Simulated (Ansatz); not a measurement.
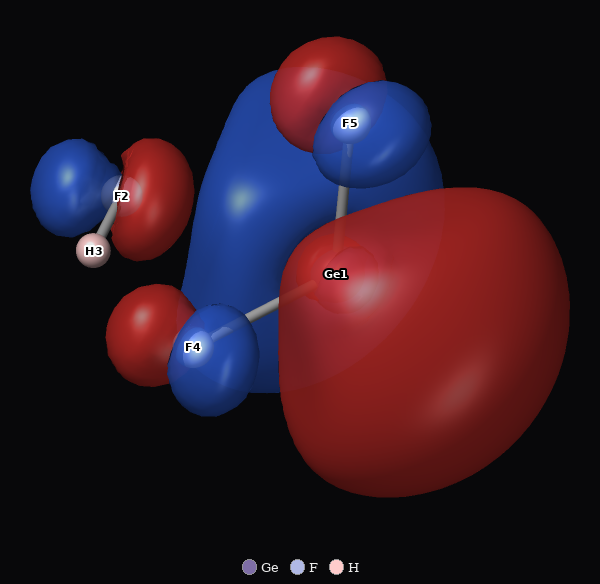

Figure. F₂Ge···HF. One frontier orbital at ±0.08 Å⁻³ᐟ² (blue and red are the two phases), seen at a tilt.

The calculation used Ansatz, RKS PBE0-D4/def2-SVP.

```yaml
atoms:
  - { symbol: Ge, position_ang: [0.0095, -0.1856, -0.9857] }
  - { symbol: F, position_ang: [1.4963, -0.2982, 0.8113] }
  - { symbol: H, position_ang: [0.9999, 0.4823, 1.0279] }
  - { symbol: F, position_ang: [-0.2097, 1.2316, 0.1250] }
  - { symbol: F, position_ang: [-1.1027, -1.2301, -0.1338] }
```

**Which orbital is it: HOMO or LUMO?**

The LUMO, at −1.70 eV. It lies mainly on Ge1 (about 80 %), F5 (about 5 %) and F2 (about 5 %).
